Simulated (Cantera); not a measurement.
A closed system holds: 1 mol SiH₄, a varied amount of H₂O, 3.3 mol N₂, held at 925 °C and 0.100 bar.

Method: chemical equilibrium by Gibbs-energy minimisation in Cantera with the NASA 1993 tables (ideal gas, pure condensed phases). Candidate condensed phases: H₂O, Si, SiO₂, Si₂N₂O, Si₃N₄; 35 gas species. N₂ is the only nitrogen source here; it is nearly inert below about 1500 K, so the nitride shown seldom forms there in practice. Mutual solubility and eutectic melting of coexisting phases are not modelled. The tables hold silica as quartz up to 1696 K and as liquid above; real silica turns to tridymite and cristobalite and melts near 1996 K. Rates play no part.

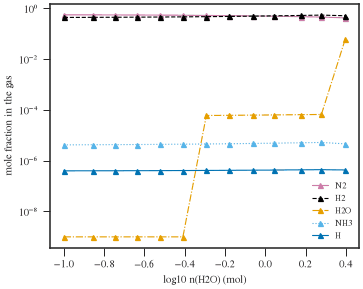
Fig. 1. Equilibrium gas composition (values under 1e-9 drawn at 1e-9)

From 0.1 mol H₂O to 0.39 mol H₂O the condensed part is Si₂N₂O(s) + Si₃N₄(s). From 0.51 mol H₂O to 1.9 mol H₂O the condensed part is SiO₂(β-quartz) + Si₂N₂O(s). At 2.5 mol H₂O the condensed part is SiO₂(β-quartz).
